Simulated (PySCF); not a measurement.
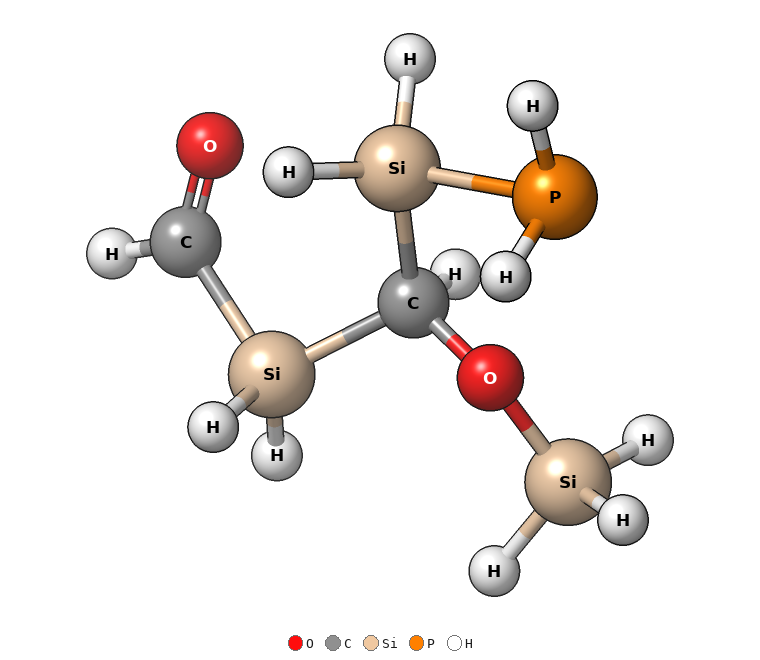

A ball-and-stick model of a molecule. Double and triple bonds are drawn as two and three sticks.

Computed geometry: GFN2-xTB optimisation. No frequency run is at hand to confirm it as a minimum.

Question: What is the molecular formula?

Answer: C2H11O2PSi3, 19 atoms: 2 carbon, 11 hydrogen, 2 oxygen, 1 phosphorus and 3 silicon.

Question: Count the bonded pairs by element.

Answer: 7 Si–H, 3 C–Si, 2 C–O, 2 C–H, 2 P–H, 1 O–Si, 1 P–Si.

Question: Which point group does it belong to?

Answer: C1.

Question: Does it have rings?

Answer: It has no ring.

More results for the same structure follow; atom numbers are the same in all pictures, views and colours differ.

**Shape**

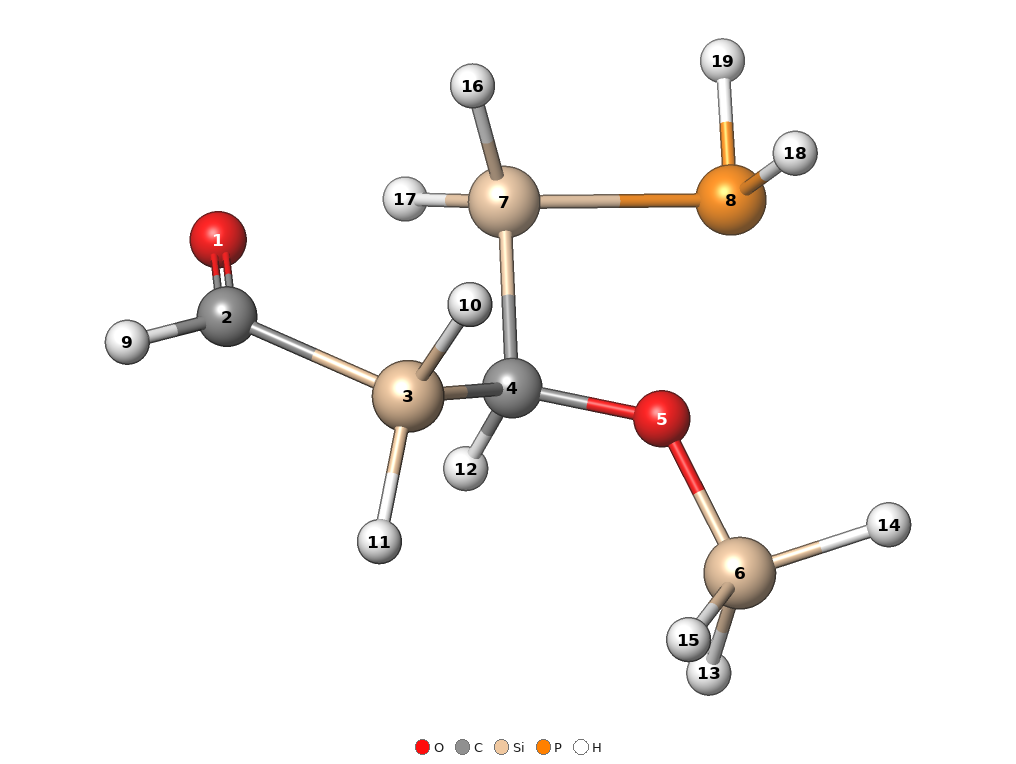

No frequency run is at hand to confirm it as a minimum.

Question: Describe the coordination of atom 4.

Answer: C4 has 4 neighbours (Si3 at 1.90, O5 at 1.42, Si7 at 1.94, H12 at 1.10 Å); the arrangement is tetrahedral.

Question: What is the geometry at Si6?

Answer: Si6 has 4 neighbours (O5 at 1.62, H13 at 1.47, H14 at 1.45, H15 at 1.47 Å); the arrangement is tetrahedral.

Question: How are the neighbours of atom 2 arranged?

Answer: C2 has 3 neighbours (O1 at 1.21, Si3 at 1.92, H9 at 1.11 Å); the arrangement is trigonal planar.

Question: What is the geometry at P8?

Answer: P8 has 3 neighbours (Si7 at 2.24, H18 at 1.38, H19 at 1.39 Å); the arrangement is trigonal pyramidal.

Question: What is the dihedral angle C2–Si3–C4–O5?

Answer: 170° in size, that is anti.

**NMR shielding**

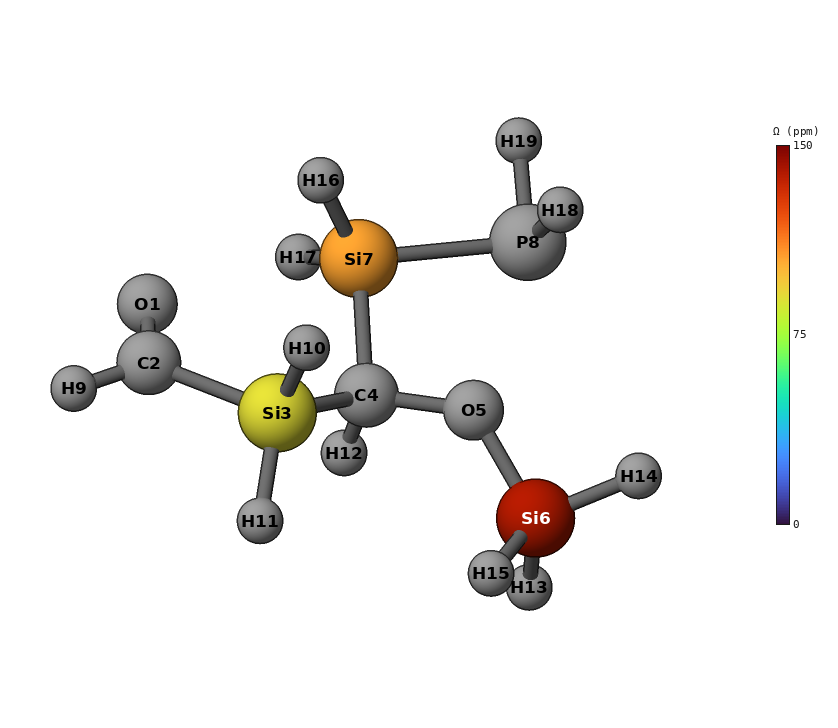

The Si atoms are coloured by the span of their shielding tensor. No frequency run is at hand to confirm it as a minimum. Method: GIAO PBE0/pcSseg-1 NMR shielding, non-relativistic, gas phase (PySCF 2.14.0). Principal shieldings σ11 ≤ σ22 ≤ σ33, span Ω = σ33 − σ11, skew κ = 3(σiso − σ22)/Ω.

Question: Which Si atom has the most anisotropic shielding?

Answer: Si6, with a span of 139 ppm.

Give the shielding tensors of the Si atoms.

```tsv
atom	σ11	σ22	σ33	σiso	Ω	κ
Si3	369.5	405.3	459.3	411.4	89.8	0.20
Si6	332.8	343.8	471.3	382.6	138.5	0.84
Si7	318.9	384.6	424.2	375.9	105.4	−0.25
```

Shieldings and span in ppm.

**Charges**

The questions are on Mulliken charges. No frequency run is at hand to confirm it as a minimum. Properties computed with PBE0/pcSseg-1, gas phase (PySCF 2.14.0).

Question: Which atom carries the highest charge (most positive or least negative)?

Answer: Si6 (0.72 e).

Question: And the lowest?

Answer: O5 (−0.66 e).

Give the Mulliken charges atom by atom.

| atom | value (e) |
| --- | --- |
| O1 | −0.34 |
| C2 | −0.01 |
| Si3 | 0.60 |
| C4 | −0.42 |
| O5 | −0.66 |
| Si6 | 0.72 |
| Si7 | 0.50 |
| P8 | −0.22 |
| H9 | 0.10 |
| H10 | −0.04 |
| H11 | −0.06 |
| H12 | 0.16 |
| H13 | −0.12 |
| H14 | −0.10 |
| H15 | −0.13 |
| H16 | −0.06 |
| H17 | −0.04 |
| H18 | 0.06 |
| H19 | 0.04 |

**Electronic properties**

No frequency run is at hand to confirm it as a minimum. Properties computed with PBE0/pcSseg-1, gas phase (PySCF 2.14.0).

Question: What is the HOMO–LUMO gap?

Answer: 4.99 eV.

Question: What is the HOMO energy (Kohn–Sham orbital)?

Answer: −6.86 eV.

Question: What is the dipole moment?

Answer: 3.23 D.

Mulliken values depend strongly on the basis set and can even reverse the polarity of a bond. The geometry is semi-empirical. Around P, Si such bond lengths and angles can be off by a tenth of an ångström or more and by several degrees, and values that hang on the shape move with them.
